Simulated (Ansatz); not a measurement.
C$_{3}$H$_{6}$BrF (SMILES CC(F)CBr)

```xyz
11

C    -0.8081   -0.4351    0.9863
C     0.2339    0.4151    0.2980
F     1.4313    0.2884    0.9826
C     0.4397   -0.0137   -1.1316
Br    1.6486    1.1603   -2.0892
H    -1.7855   -0.2997    0.5189
H    -0.8848   -0.1454    2.0351
H    -0.5383   -1.4924    0.9375
H    -0.0425    1.4739    0.3347
H    -0.5025    0.0033   -1.6763
H     0.8737   -1.0115   -1.1756
```

Geometry: PBE0-D4/def2-TZVP.

Theory: Ansatz, RKS PBE0-D4/def2-TZVPP.

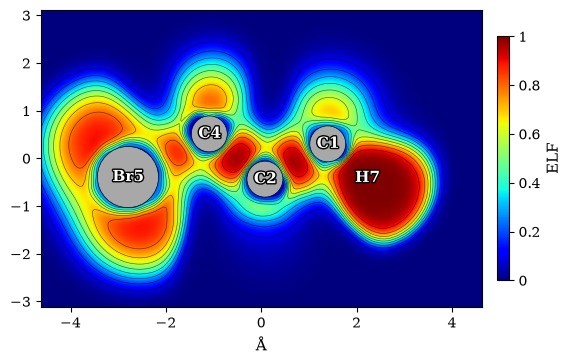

Figure 1. ELF on the plane of atoms C2, C1 and H7. Grey discs cover the atomic cores.

What do the fields say about this system?

- The section cuts through C, Br and H sites.
- C–C (1.51 Å): the ELF peaks at about 0.95 between the atoms: a covalent bond.
- C–Br (1.94 Å): the ELF peaks at about 0.85 between the atoms (a shared electron pair).
- C–H (1.09 Å): the ELF climbs to about 1 towards the hydrogen, as it does in any bond to H: a covalent bond by its length.
- The ELF also peaks beside Br5, away from the bonds: lone-pair regions.

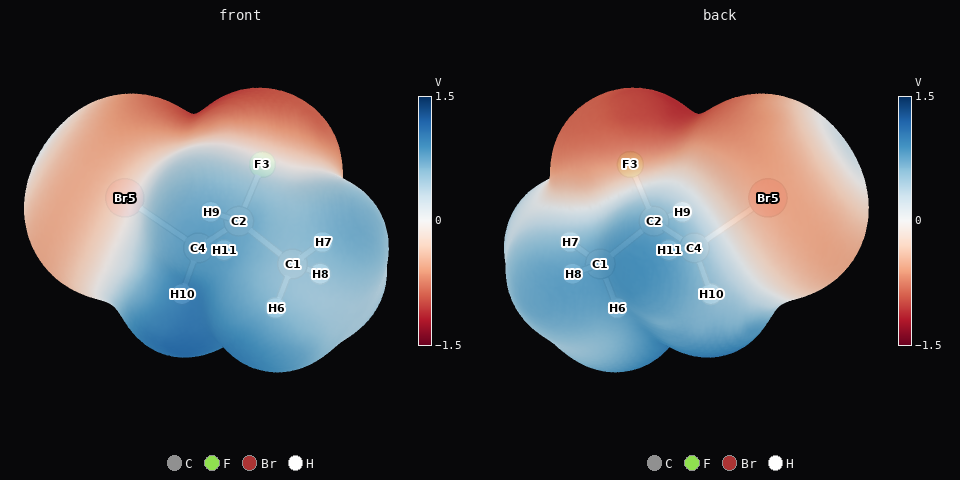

Figure 2. The molecular electrostatic potential painted on the density surface at 0.001 e/bohr³, seen from the front and from behind; the colour scale runs from red (negative) to blue (positive).

Which sites attract a positive test charge, and which a negative one?

A positive charge is drawn to the negative regions and a negative charge to the positive ones. The most negative region (about −1.1 V, or −25 kcal/mol for a unit charge) lies over F3, the most positive (about +1.1 V, or +25 kcal/mol for a unit charge) over H10. Br5 shows a σ-hole: about +0.2 V at the tip opposite its bond, against about −0.6 V, or −14 kcal/mol for a unit charge on its flanks.

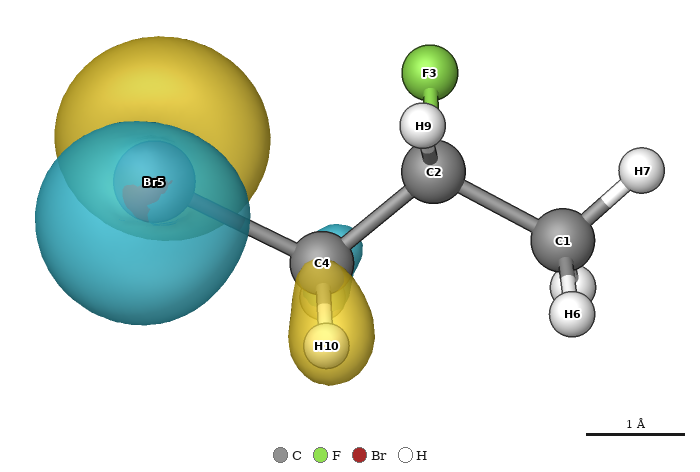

Figure 3. The HOMO at ±0.15 Å⁻³ᐟ² (yellow and cyan are the two phases), seen across its widest extent.

Where does this orbital lie, and at what energy?

By Hirshfeld shares it lies mainly on Br5 (about 90 %); largely a lone pair of Br5. Its energy is −7.97 eV.

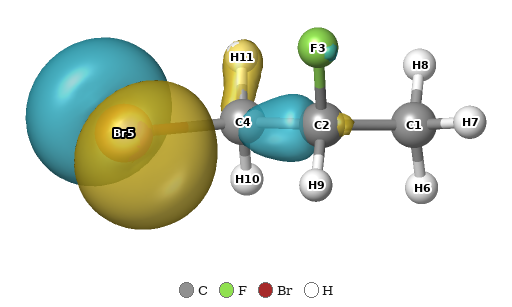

Figure 4. The HOMO−1 at ±0.15 Å⁻³ᐟ² (yellow and cyan are the two phases), seen from one side.

Describe this orbital and give its energy.

Its weight (Hirshfeld) is mainly on Br5 (about 85 %); largely a lone pair of Br5. Its energy is −8.01 eV.
